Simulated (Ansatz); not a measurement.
Computed frozen-phonon scan: In2Au (fluorite type, space group Fm-3m)

Relaxed In$_{2}$Au (fluorite type, space group Fm-3m):

```xyz
6
Lattice="0.0000 6.4648 6.4648 3.2324 3.2324 6.4648 3.2324 3.2324 0.0000" Properties=species:S:1:pos:R:3 pbc="T T T"
In     4.8486     4.8486     4.8486
In     4.8486     8.0810     8.0810
In     1.6162     8.0810     8.0810
In     1.6162     4.8486     4.8486
Au     0.0000     0.0000     0.0000
Au     3.2324     6.4648     9.6972
```

The atoms are displaced by Q × the pattern below (from a DFPT mode at X = (0.5, 0.5, 0.0), largest move 1; Q in Å), at fixed cell. It is one choice among 3 degenerate patterns. (q is in reciprocal vectors of the primitive cell; the cell shown is doubled to hold the pattern.)

```tsv
atom	x	y	z
In1	0.000	0.000	-1.000
In2	0.000	0.000	1.000
In3	0.000	0.000	-1.000
In4	0.000	0.000	1.000
```

Atoms not listed stay in place.

Calculation: LDA (plane waves to 420 eV, PAW, scalar-relativistic; Ansatz, a program for electronic structure). k mesh 13×13×13 (Γ-centred), Fermi-Dirac smearing 0.05 eV. The energy includes the smearing's −TS. With partly filled bands, energies and forces of such displacements shift with the k mesh and the smearing. In2Au was relaxed with its symmetry unable to fall. Spin-orbit coupling is left out, though Au is heavy. The zero of ΔE is the undisplaced structure.

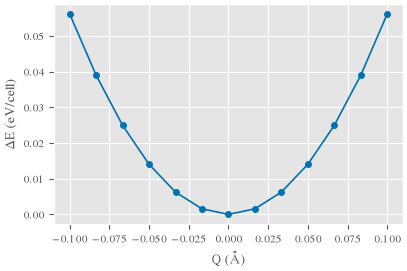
Figure. ΔE (eV/cell) against Q (Å); computed points joined by lines.

The energy at Q = 0.100 Å comes out as 56.1 meV/cell. Wavenumber by perturbation theory (DFPT, on another k mesh): 81 cm⁻¹. Harmonic wavenumber from the curvature (finite differences): 81 cm⁻¹. Shape of the curve: a single well with its minimum at or next to zero displacement. Space group of the distorted cell: P4_2/nmc (No. 137), lowered from Fm-3m.

E″ = 11.21 eV/Å², M = Σ mᵢ|uᵢ|² = 459.3 u, ν̃ = 521.5·√(|E″|/M).

(For displaced atoms, the force is minus the slope of the energy, and its curvature is a force constant, which sets phonon frequencies.)
